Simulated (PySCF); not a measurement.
**[Ce(H2O)3]3+: forces at shaken geometries**

Aim: move all atoms of relaxed [Ce(H2O)3]3+ at random and read energies and forces. It is a constructed species; whether it can be made isn't addressed.

The runs use PySCF 2.14.0; PBE0, Ce lcecp-1-SVP with ECP47, O def2-SVP, H def2-SVP; scalar-relativistic core potentials, no spin–orbit coupling.

3 further runs of the same task are left out: 2 for a known fault of the program, 1 that didn't finish.

## 1. The starting structure

10 atoms, charge 3, spin multiplicity 1.

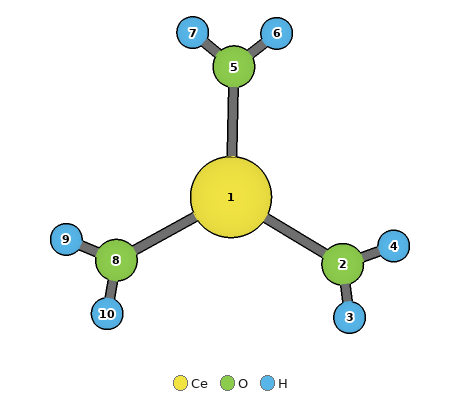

The structure; cerium yellow, oxygen green, hydrogen blue; atoms are numbered from 1 in the order of the file.

Geometry (Å):

```
Ce    0.0000    0.0000    0.0000
O     2.3796    0.0000    0.0000
H     2.9954   -0.7677    0.0665
H     2.9954    0.7677   -0.0665
O    -1.1898    2.0608    0.0000
H    -0.8329    2.9779    0.0665
H    -2.1625    2.2103   -0.0665
O    -1.1898   -2.0607    0.0000
H    -2.1625   -2.2102    0.0665
H    -0.8329   -2.9779   -0.0665
```

Formal oxidation states: Ce +3. Each metal's 1 4f electrons lie in its core potential, so multiplicities, spins and levels count the valence alone. An earlier session relaxed this geometry at PBE0, Ce lcecp-1-SVP with ECP47, O def2-SVP, H def2-SVP (singlet, point group D3).

Its energy there is -260.055160 Eh.

## 2. Atoms moved at random, σ = 0.1 Å

run.py (the lines that set the calculation)

```python
mol = gto.M(atom='''
Ce     0.17586    -0.14032    -0.01136
O      2.32016     0.01470    -0.02744
H      2.86356    -0.81980    -0.03075
H      3.01404     0.65582    -0.12749
O     -1.15039     2.17038     0.21487
H     -0.89693     3.04782     0.07427
H     -2.08245     2.25597    -0.07860
O     -1.14848    -2.18557    -0.02344
H     -2.12857    -2.13615     0.18157
H     -0.96679    -2.86284    -0.17163''',
    basis={'Ce': 'lcecp-1-SVP', 'O': 'def2-SVP', 'H': 'def2-SVP'},
    ecp={'Ce': 'lcecp-1-SVP'},
    charge=3, spin=0)
mf = dft.RKS(mol, xc='PBE0')
mf.grids.atom_grid = (50, 194)  # f atoms: unpruned, at least (60, 302)
mf = mf.density_fit()  # fitting sets: Ce AutoAux, O def2-universal-JKFIT, H def2-universal-JKFIT
mf.conv_tol = 1e-08; mf.max_cycle = 55
mf.kernel(dm0)  # dm0: the density of the relaxed state
```

Started as:

```sh
$ OMP_NUM_THREADS=2 python run.py
```

What it wrote:

```text
init E= -260.062791778535
  HOMO = -0.889633544328472  LUMO = -0.610763110376269  gap/eV = 7.58845
cycle= 1 E= -259.895220059682  delta_E= 0.168  |g|= 0.125  |ddm|= 0.721
  HOMO = -0.833887735012052  LUMO = -0.619269746179173  gap/eV = 5.84005
cycle= 2 E= -259.894503328842  delta_E= 0.000717  |g|= 0.152  |ddm|= 0.227
  HOMO = -0.865874087690173  LUMO = -0.619005303959149  gap/eV = 6.71764
cycle= 3 E= -259.898928758282  delta_E= -0.00443  |g|= 0.0227  |ddm|= 0.111
  HOMO = -0.864045334584489  LUMO = -0.61943497211821  gap/eV = 6.65619
cycle= 4 E= -259.89902453545  delta_E= -9.58e-05  |g|= 0.00411  |ddm|= 0.0205
  HOMO = -0.864731358839794  LUMO = -0.619287012015528  gap/eV = 6.67888
cycle= 5 E= -259.899028075703  delta_E= -3.54e-06  |g|= 0.00169  |ddm|= 0.00491
  HOMO = -0.864639037388166  LUMO = -0.619279710611231  gap/eV = 6.67657
cycle= 6 E= -259.899028563881  delta_E= -4.88e-07  |g|= 0.000497  |ddm|= 0.00128
  HOMO = -0.864655377360361  LUMO = -0.619267238900135  gap/eV = 6.67735
cycle= 7 E= -259.899028610982  delta_E= -4.71e-08  |g|= 5.69e-05  |ddm|= 0.000354
  HOMO = -0.864638176397111  LUMO = -0.619270988976924  gap/eV = 6.67678
cycle= 8 E= -259.899028611662  delta_E= -6.79e-10  |g|= 3.32e-05  |ddm|= 7.64e-05
  HOMO = -0.864639922970358  LUMO = -0.619270077961678  gap/eV = 6.67685
Extra cycle  E= -259.899028611476  delta_E= 1.86e-10  |g|= 4.65e-05  |ddm|= 5.02e-05
converged SCF energy = -259.899028611476
```

Run time: 3.8 s. Hardware: 2 threads of Intel Xeon 6975P-C (Granite Rapids), shared host.

Read off: E = -259.899029 Eh (+4.249 eV from the relaxed state), HOMO -23.53 eV, LUMO -16.85 eV, Mulliken charge on Ce1 +2.08 e, largest force component 33.397 eV/Å. 

```tsv
atom	Fx	Fy	Fz (eV/Å)
Ce1	-3.769	1.132	0.284
O2	1.623	-2.065	-0.045
H3	0.110	0.052	0.105
H4	1.442	1.907	-0.136
O5	-0.772	-3.895	-0.470
H6	1.589	3.137	-0.086
H7	-0.249	-0.395	0.325
O8	-9.386	33.397	7.328
H9	0.875	-0.532	-0.231
H10	8.536	-32.739	-7.074
```

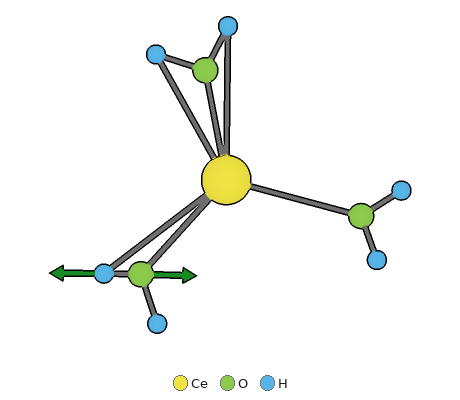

Forces as arrows, the longest for the largest force.

## 3. Atoms moved at random, σ = 0.03 Å

run.py (the lines that set the calculation)

```python
mol = gto.M(atom='''
Ce    -0.02130     0.03950     0.00922
O      2.38724    -0.00081    -0.06162
H      2.98745    -0.74354     0.10250
H      3.00891     0.77254    -0.06557
O     -1.20800     2.01315     0.01256
H     -0.87488     2.96074     0.04839
H     -2.13230     2.23293    -0.07623
O     -1.19494    -2.07840    -0.02858
H     -2.15323    -2.22787     0.06832
H     -0.79896    -2.96823    -0.00899''',
    basis={'Ce': 'lcecp-1-SVP', 'O': 'def2-SVP', 'H': 'def2-SVP'},
    ecp={'Ce': 'lcecp-1-SVP'},
    charge=3, spin=0)
mf = dft.RKS(mol, xc='PBE0')
mf.grids.atom_grid = (50, 194)  # f atoms: unpruned, at least (60, 302)
mf = mf.density_fit()  # fitting sets: Ce AutoAux, O def2-universal-JKFIT, H def2-universal-JKFIT
mf.conv_tol = 1e-08; mf.max_cycle = 55
mf.kernel(dm0)  # dm0: the density of the relaxed state
```

Started as:

```sh
$ OMP_NUM_THREADS=2 python run.py
```

What it wrote:

```text
init E= -260.080404615919
  HOMO = -0.899696157954702  LUMO = -0.603826059667842  gap/eV = 8.05104
cycle= 1 E= -260.049584621902  delta_E= 0.0308  |g|= 0.0386  |ddm|= 0.208
  HOMO = -0.901522591246046  LUMO = -0.606992851837501  gap/eV = 8.01456
cycle= 2 E= -260.049688563585  delta_E= -0.000104  |g|= 0.0314  |ddm|= 0.0491
  HOMO = -0.902492827105801  LUMO = -0.607274339485987  gap/eV = 8.03330
cycle= 3 E= -260.049852505961  delta_E= -0.000164  |g|= 0.0122  |ddm|= 0.0271
  HOMO = -0.902685153639686  LUMO = -0.607251746457255  gap/eV = 8.03915
cycle= 4 E= -260.049879406696  delta_E= -2.69e-05  |g|= 0.000843  |ddm|= 0.00752
  HOMO = -0.90269728672821  LUMO = -0.607201161023731  gap/eV = 8.04086
cycle= 5 E= -260.049879555178  delta_E= -1.48e-07  |g|= 0.000284  |ddm|= 0.000994
  HOMO = -0.902677304077309  LUMO = -0.607208929367652  gap/eV = 8.04010
cycle= 6 E= -260.049879569882  delta_E= -1.47e-08  |g|= 0.000113  |ddm|= 0.000266
  HOMO = -0.90268549274958  LUMO = -0.607209728526866  gap/eV = 8.04031
cycle= 7 E= -260.04987957214  delta_E= -2.26e-09  |g|= 2.14e-05  |ddm|= 8.04e-05
  HOMO = -0.902682253006574  LUMO = -0.607210581221359  gap/eV = 8.04019
Extra cycle  E= -260.049879572073  delta_E= 6.72e-11  |g|= 2.99e-05  |ddm|= 3.71e-05
converged SCF energy = -260.049879572073
```

It took 3.6 s on 2 threads of Intel Xeon 6975P-C (Granite Rapids), shared host.

Result: E = -260.049880 Eh (+0.144 eV from the relaxed state), HOMO -24.56 eV, LUMO -16.52 eV, Mulliken charge on Ce1 +2.07 e, largest force component 1.966 eV/Å. 

```tsv
atom	Fx	Fy	Fz (eV/Å)
Ce1	0.406	-0.976	-0.104
O2	-0.458	0.965	0.215
H3	0.450	-0.700	0.001
H4	-0.207	-0.214	-0.141
O5	1.356	1.524	0.066
H6	0.282	-0.679	0.062
H7	-1.966	-0.184	-0.151
O8	0.517	0.981	0.170
H9	-0.436	-0.212	-0.044
H10	0.057	-0.505	-0.075
```

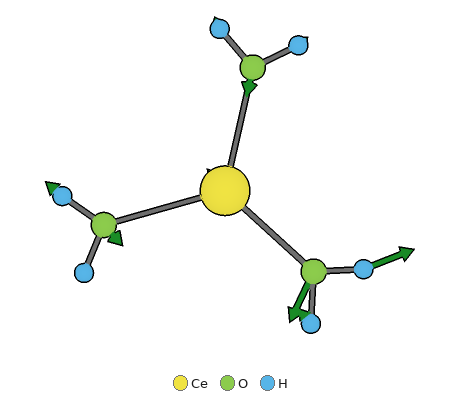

Forces as arrows, the longest for the largest force.

## 4. Atoms moved at random, σ = 0.15 Å

run.py (the lines that set the calculation)

```python
mol = gto.M(atom='''
Ce     0.03680    -0.03118     0.02203
O      2.23210    -0.07294     0.11808
H      3.03320    -0.94476     0.13654
H      3.07418     0.94744    -0.20415
O     -1.21431     2.05286     0.04883
H     -0.98965     3.06995     0.23131
H     -1.93179     2.24577    -0.00077
O     -1.32478    -2.11501    -0.30456
H     -2.20888    -2.26351    -0.15336
H     -0.70688    -2.88861     0.10606''',
    basis={'Ce': 'lcecp-1-SVP', 'O': 'def2-SVP', 'H': 'def2-SVP'},
    ecp={'Ce': 'lcecp-1-SVP'},
    charge=3, spin=0)
mf = dft.RKS(mol, xc='PBE0')
mf.grids.atom_grid = (50, 194)  # f atoms: unpruned, at least (60, 302)
mf = mf.density_fit()  # fitting sets: Ce AutoAux, O def2-universal-JKFIT, H def2-universal-JKFIT
mf.conv_tol = 1e-08; mf.max_cycle = 55
mf.kernel(dm0)  # dm0: the density of the relaxed state
```

Started as:

```sh
$ OMP_NUM_THREADS=2 python run.py
```

What it wrote:

```text
init E= -259.305784434579
  HOMO = -0.960063431145493  LUMO = -0.719212818628815  gap/eV = 6.55388
cycle= 1 E= -259.778197255348  delta_E= -0.472  |g|= 0.574  |ddm|= 0.909
  HOMO = -0.762861871132785  LUMO = -0.597612680538805  gap/eV = 4.49666
cycle= 2 E= -259.578133902597  delta_E=  0.2  |g|= 1.14  |ddm|= 1.03
  HOMO = -0.870639436399276  LUMO = -0.594565401737009  gap/eV = 7.51236
cycle= 3 E= -259.846259975659  delta_E= -0.268  |g|= 0.076  |ddm|= 0.709
  HOMO = -0.889385783274929  LUMO = -0.599243518910599  gap/eV = 7.89517
cycle= 4 E= -259.847040629037  delta_E= -0.000781  |g|= 0.0449  |ddm|= 0.073
  HOMO = -0.881011592047823  LUMO = -0.600367357619059  gap/eV = 7.63672
cycle= 5 E= -259.847408577337  delta_E= -0.000368  |g|= 0.0077  |ddm|= 0.0326
  HOMO = -0.882366501610612  LUMO = -0.600097905280694  gap/eV = 7.68092
cycle= 6 E= -259.847420328362  delta_E= -1.18e-05  |g|= 0.000698  |ddm|= 0.00567
  HOMO = -0.882321491467778  LUMO = -0.600073715851914  gap/eV = 7.68035
cycle= 7 E= -259.847420438525  delta_E= -1.1e-07  |g|= 0.000314  |ddm|= 0.000737
  HOMO = -0.882319649937802  LUMO = -0.60007790971083  gap/eV = 7.68019
cycle= 8 E= -259.847420455462  delta_E= -1.69e-08  |g|= 0.000122  |ddm|= 0.000271
  HOMO = -0.882319684530451  LUMO = -0.600082891785848  gap/eV = 7.68005
cycle= 9 E= -259.847420458328  delta_E= -2.87e-09  |g|= 1.71e-05  |ddm|= 9.4e-05
  HOMO = -0.882321450134068  LUMO = -0.600082043647808  gap/eV = 7.68013
Extra cycle  E= -259.847420458261  delta_E= 6.65e-11  |g|= 2.67e-05  |ddm|= 3.16e-05
converged SCF energy = -259.847420458261
```

Wall time 3.8 s (2 threads of Intel Xeon 6975P-C (Granite Rapids), shared host).

It gives: E = -259.847420 Eh (+5.653 eV from the relaxed state), HOMO -24.01 eV, LUMO -16.33 eV, Mulliken charge on Ce1 +2.02 e, largest force component 27.314 eV/Å. 

```tsv
atom	Fx	Fy	Fz (eV/Å)
Ce1	-2.168	-0.052	-0.300
O2	7.419	0.485	-1.488
H3	-3.000	3.409	0.060
H4	-2.991	-3.880	1.354
O5	26.553	-3.089	2.590
H6	0.964	-2.283	-0.284
H7	-27.314	5.171	-2.282
O8	7.655	-0.004	1.216
H9	-4.234	-1.344	0.649
H10	-2.883	1.587	-1.516
```

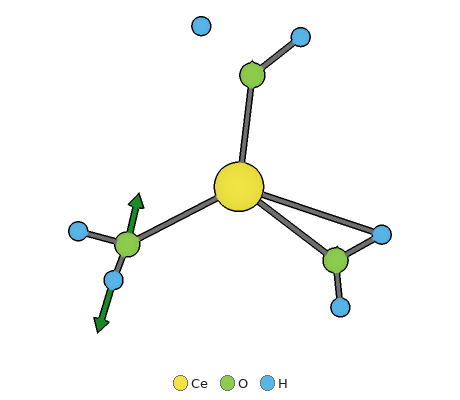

Forces as arrows, the longest for the largest force.

## 5. Results

| σ (Å) | energy rise (eV) | harmonic estimate −½ F·u (eV) | largest force component (eV/Å) |
| --- | --- | --- | --- |
| 0.1 | 4.249 | 5.286 | 33.40 |
| 0.03 | 0.144 | 0.141 | 1.97 |
| 0.15 | 5.653 | 6.081 | 27.31 |

Every displacement raises the energy. For a harmonic well the rise equals −½ F·u; the two differ by at most 24 % here (a move with σ = 0.1 Å), from anharmonicity, the grid and the small forces left at the relaxed point. These are double-zeta-type bases without diffuse functions. Spin–orbit coupling is left out.
